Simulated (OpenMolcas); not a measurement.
**Multiconfigurational calculation for Pr⁴⁺ complex**

- system: Pr⁴⁺ with 6 ligands (Br; octahedron, 2.76 Å), neutralised by 6 outer point charges of +0.33 e, whose field is part of the energies.
- method: state-averaged CASSCF, active space 1 electron in the shell 4f, basis ANO-RCC-VDZP on the metal and ANO-RCC-VDZP on the ligands, DKH2 scalar Hamiltonian, spin-orbit coupling by RASSI with atomic mean-field integrals (OpenMolcas)

## Input file
```
&GATEWAY
Coord
7

Pr 0.0 0.0 0.0
Br 2.760000 0.000000 0.000000
Br 0.000000 2.760000 0.000000
Br -2.760000 0.000000 0.000000
Br 0.000000 -2.760000 0.000000
Br 0.000000 0.000000 2.760000
Br 0.000000 0.000000 -2.760000
Basis=Pr.ANO-RCC-VDZP,Br.ANO-RCC-VDZP
Group=XYZ
NoMove
AngMom=0.0 0.0 0.0
AMFI
RICD
XField
3 Angstrom 0
5.560000 0.000000 0.000000 0.333333
0.000000 5.560000 0.000000 0.333333
0.000000 0.000000 5.560000 0.333333
&SEWARD
&RASSCF
FileOrb=start.orb
Symmetry=2
Spin=2
nActEl=1 0 0
Inactive=69 66
Ras2=0 7
CIRoot=7 7 1
SDav=7
CIMx=300
Iter=150 100
PrWF=0.3
OrbListing=Nothing
MaxOrb=0
LevShft=1.0
>>> COPY $Project.JobIph JOB001
&RASSI
NrOfJobIphs=1 7
1 2 3 4 5 6 7
IphNames
JOB001
EJob
SpinOrbit
DIPRint=1.0
SOCoupling=1000.0
Subsets=2
Property=9
'ANGMOM' 1 'ANGMOM' 2 'ANGMOM' 3 'MLTPL  1' 1 'MLTPL  1' 2 'MLTPL  1' 3
'AMFI' 1 'AMFI' 2 'AMFI' 3
SOProperty=3
'ANGMOM' 1 'ANGMOM' 2 'ANGMOM' 3
```

The file start.orb holds starting orbitals from an earlier step. A driver script formed the levels outside the program, from RASSI's spin-orbit matrix and the active-space energies, averaged over the components of each term or state.

Hardware: 1 thread of Intel Xeon (Sapphire Rapids), 16 GiB of memory available, shared host.

Run as:
```bash
OMP_NUM_THREADS=1 MOLCAS_MEM=2457 MOLCAS_PROJECT=a pymolcas a.inp > a.log  # once for each step of the input, in one work folder
```

## Output (extracts)
```
--- SEWARD ---
Basis set label: PR.ANO-RCC...7S6P4D2F1G.

      Electronic valence basis set:
      ------------------
      Associated Effective Charge  59.000000 au
      Associated Actual Charge     59.000000 au
      Nuclear Model: Point charge

      Shell  nPrim  nBasis  Cartesian Spherical Contaminant
         s      25       7        X
         p      22       6        X
         d      15       4                 X
         f      11       2                 X
         g       4       1                 X
                  Relativistic Douglas-Kroll-Hess integrals:
                    - DKH order of Hamiltonian: 2
                    - DKH order of Properties : 0
                  Atomic mean-field integrals
--- RASSCF ---
Wave function specifications:
      -----------------------------

      Number of closed shell electrons         270
      Number of electrons in active shells       1
      Max number of holes in RAS1 space          0
      Max nr of electrons in RAS3 space          0
      Number of inactive orbitals              135
      Number of active orbitals                  7
      Number of secondary orbitals              88
      Spin quantum number                      0.5
      State symmetry                             2
Orbital specifications:
      -----------------------

      Symmetry species                           1   2
                                                ag  au
      Frozen orbitals                            0   0
      Inactive orbitals                         69  66
      Active orbitals                            0   7
      RAS1 orbitals                              0   0
      RAS2 orbitals                              0   7
      RAS3 orbitals                              0   0
      Secondary orbitals                        48  40
      Deleted orbitals                           0   0
      Number of basis functions                117 113
      Number of CSFs                             7
      Number of root(s) required                 7
      Iter CI   SX   CI       RASSCF       Energy    max ROT     max BLB   max BLB  Level Ln srch  Step   QN
          iter iter root      energy       change     param      element    value   shift minimum  type update
 Nr of preliminary CI iterations:   1
      Total energies have been shifted. Add               -24000.00 au
        1   1   15    0  -855.54163174    0.00E+00  -9.03E-02   11  85 2 -4.06E-01*  1.36   0.00    SX    NO
        2   1   16    0  -856.18221221   -6.41E-01* -7.38E-02   64  72 1  2.29E-01*  0.97   0.00    SX    NO
        3   1   16    0  -856.40548962   -2.23E-01*  5.21E-02   64  72 1  1.43E-01*  0.76   0.00    SX    NO
        4   1   15    0  -856.48009306   -7.46E-02*  2.83E-02   64  72 1  7.30E-02*  0.66   0.00    SX    NO
        5   1   15    0  -856.50367701   -2.36E-02* -2.54E-02   64  72 1  3.55E-02*  0.64   2.05    LS   YES
        6   1   14    0  -856.51225962   -8.58E-03* -6.65E-03   12  86 2  1.90E-02*  0.67   1.16    QN   YES
        7   1   14    0  -856.51508400   -2.82E-03* -3.46E-03   19  81 2 -7.47E-03*  0.66   1.54    LS   YES
        8   1   14    0  -856.51547566   -3.92E-04* -3.02E-03   61  70 2  4.90E-03*  0.66   1.03    QN   YES
        9   1   13    0  -856.51586005   -3.84E-04* -1.84E-03   61  70 2  3.18E-03*  0.66   1.62    LS   YES
       10   1   12    0  -856.51592588   -6.58E-05*  1.67E-03   13  88 1  4.76E-03*  0.66   1.02    QN   YES
        ...
       19   1    7    0  -856.51604499   -7.00E-08*  3.25E-05   28  73 1  3.24E-05   0.66   2.09    LS   YES
       20   1    7    0  -856.51604501   -2.57E-08* -1.64E-05   64  72 1  3.67E-05   0.66   0.98    QN   YES
       21   1    7    0  -856.51604502   -1.09E-08* -2.01E-05   64  72 1  2.13E-05   0.66   1.99    QN   YES
       22   1    6    0  -856.51604503   -4.29E-09  -4.55E-06   19  81 2 -5.12E-06   0.66   2.50    QN   YES
      Convergence after 22 iterations
       23   1    6    0  -856.51604503   -4.11E-10  -4.55E-06   19  81 2 -3.12E-06   0.66   2.50    QN   YES
      Natural orbitals and occupation numbers for root  1
      sym 2:   0.000000   1.000000  -0.000000   0.000000   0.000000   0.000000  -0.000000
      Natural orbitals and occupation numbers for root  2
      sym 2:   0.000000  -0.000000  -0.000000  -0.000000   0.000000   1.000000   0.000000
      Natural orbitals and occupation numbers for root  3
      sym 2:  -0.000000   0.000000   1.000000  -0.000000  -0.000000   0.000000   0.000000
::    RASSCF root number  1 Total energy: -24856.52064465
::    RASSCF root number  2 Total energy: -24856.51777037
::    RASSCF root number  3 Total energy: -24856.51777037
::    RASSCF root number  4 Total energy: -24856.51777037
::    RASSCF root number  5 Total energy: -24856.51278648
::    RASSCF root number  6 Total energy: -24856.51278648
::    RASSCF root number  7 Total energy: -24856.51278648
--- RASSI ---
SPIN-FREE ENERGIES:
  (Shifted by EMIN (a.u.) =     -24856.5206446505)

 SF State       Relative EMIN(au)   Rel lowest level(eV)    D:o, cm**(-1)

     1             0.0000000000        0.0000000000              0.0000
     2             0.0028742811        0.0782131724            630.8318
     3             0.0028742811        0.0782131724            630.8318
     4             0.0028742811        0.0782131724            630.8318
     5             0.0078581719        0.2138317509           1724.6694
     6             0.0078581719        0.2138317509           1724.6694
     7             0.0078581719        0.2138317509           1724.6694
     Dipole printing threshold changed to   1.00000000E+00
Eigenvalues of complex Hamiltonian:
   -----------------------------------
  (Shifted by EMIN (a.u.) =     -24856.5206446505)

 SO State       Relative EMIN(au)   Rel lowest level(eV)    D:o, cm**(-1)

     1            -0.0064538008        0.0000000000              0.0000
     2            -0.0064538008        0.0000000000              0.0000
     3            -0.0022227866        0.1151317607            928.6003
     4            -0.0022227866        0.1151317607            928.6003
     5            -0.0022227865        0.1151317629            928.6003
     6            -0.0022227865        0.1151317629            928.6003
     7             0.0073677654        0.3761039756           3033.4831
     8             0.0073677654        0.3761039756           3033.4831
     9             0.0110970686        0.4775834853           3851.9706
    10             0.0110970686        0.4775834853           3851.9706
    11             0.0110970687        0.4775834880           3851.9706
    12             0.0110970687        0.4775834880           3851.9706
    13             0.0135348301        0.5439183565           4386.9974
    14             0.0135348301        0.5439183565           4386.9974
Weights of the five most important spin-orbit-free states for each spin-orbit state.

 SO State  Total energy (au)           Spin-free states, spin, and weights
 -------------------------------------------------------------------------------------------------------
    1        -0.006454       1 0.5  0.5331    2 0.5  0.1556    4 0.5  0.1556    3 0.5  0.1556    5 0.5  0.0000
    2        -0.006454       1 0.5  0.5331    2 0.5  0.1556    4 0.5  0.1556    3 0.5  0.1556    5 0.5  0.0000
    3        -0.002223       3 0.5  0.3362    7 0.5  0.2847    4 0.5  0.1844    5 0.5  0.1490    2 0.5  0.0232
    4        -0.002223       3 0.5  0.3362    7 0.5  0.2848    4 0.5  0.1844    5 0.5  0.1490    2 0.5  0.0231
    5        -0.002223       2 0.5  0.3393    6 0.5  0.2817    4 0.5  0.1781    5 0.5  0.1552    3 0.5  0.0263
    6        -0.002223       2 0.5  0.3393    6 0.5  0.2816    4 0.5  0.1781    5 0.5  0.1552    3 0.5  0.0263
    7         0.007368       1 0.5  0.4669    3 0.5  0.1777    4 0.5  0.1777    2 0.5  0.1777    5 0.5  0.0000
    8         0.007368       1 0.5  0.4669    3 0.5  0.1777    4 0.5  0.1777    2 0.5  0.1777    5 0.5  0.0000
    9         0.011097       6 0.5  0.3328    2 0.5  0.2871    5 0.5  0.1905    4 0.5  0.1447    3 0.5  0.0245
   10         0.011097       6 0.5  0.3328    2 0.5  0.2871    5 0.5  0.1905    4 0.5  0.1447    3 0.5  0.0245
   11         0.011097       7 0.5  0.3421    3 0.5  0.2797    5 0.5  0.1720    4 0.5  0.1595    6 0.5  0.0297
   12         0.011097       7 0.5  0.3421    3 0.5  0.2797    5 0.5  0.1720    4 0.5  0.1595    6 0.5  0.0297
```

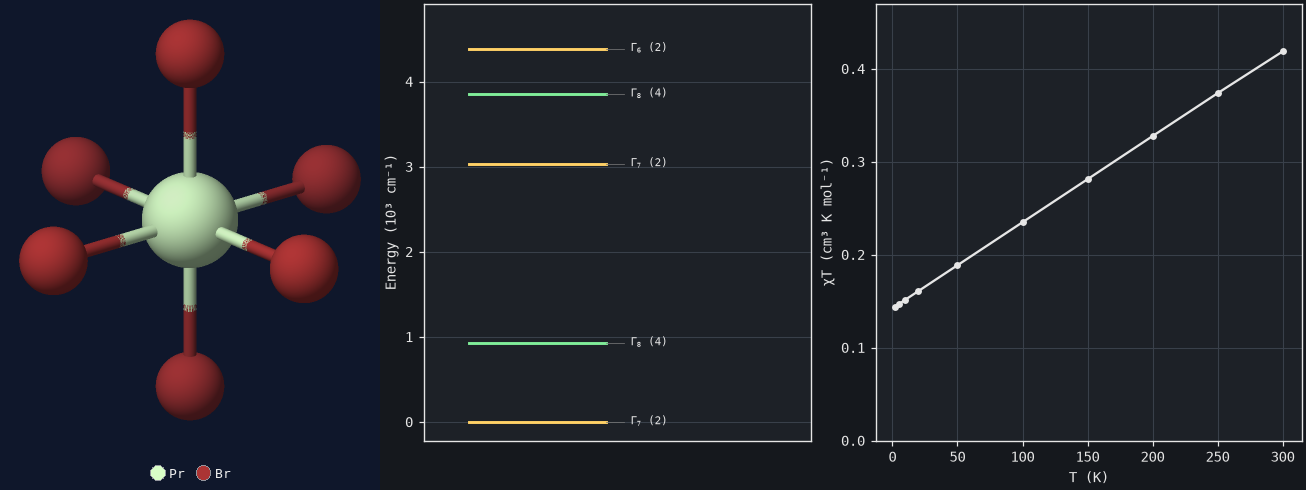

Fig. 1: Pr⁴⁺ (4f) with 6 ligands, Br⁻, at 2.76 Å (arrangement: octahedron, Oh), neutralised by outer point charges of +0.33 e, and its levels and susceptibility. Labels give the representation in O, Td, D4 or D3 as the site allows (double group for half-integer spin) where it could be assigned and, in brackets, the degeneracy; spin-free states, where drawn, share the zero of the spin-orbit levels. Powder susceptibility by Van Vleck's formula. The ground level is Γ₇, a Kramers doublet, 100 % from states of spin multiplicity 2, effective J = 2.53, with |mJ| = 3/2 the largest share (83 %). Its principal g values are 1.23, 1.23 and 1.23, isotropic. The next level lies at 929 cm⁻¹ (Γ₈). The lowest J multiplet spreads over 929 cm⁻¹. χT is 0.144 cm³ K mol⁻¹ at 2 K and 0.419 at 300 K, an effective moment of 1.83 μB. The active orbitals hold 98 to 100 % metal character (Löwdin), and the Mulliken charge of the metal is +1.75.

## Key numbers

- outcome: converged
- energy of the lowest spin-free term: −24856.52064 hartree
- energy of the lowest spin-orbit level: −24856.52710 hartree
- largest spread among components of a term: 0.0 cm⁻¹
- wall time: 56 s

## Remarks

To bear in mind: covalent bonds, ligand orbitals missing from the active space; distances are set from ionic radii, not optimised.
